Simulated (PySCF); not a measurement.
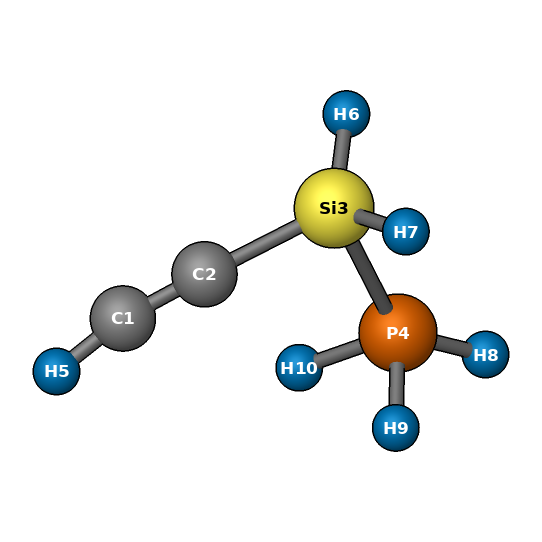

Charge +1, singlet. Geometry: a frame of a GFN2-xTB molecular-dynamics simulation, not a minimum. Properties computed with GIAO PBE0/pcSseg-1 NMR shielding, non-relativistic, gas phase (PySCF 2.14.0). Principal shieldings σ11 ≤ σ22 ≤ σ33, span Ω = σ33 − σ11, skew κ = 3(σiso − σ22)/Ω.

Give the shielding tensors of the P atoms.

```csv
atom,σ11,σ22,σ33,σiso,Ω,κ
P4,423.6,530.7,550.0,501.4,126.5,−0.69
```

Shieldings and span in ppm.
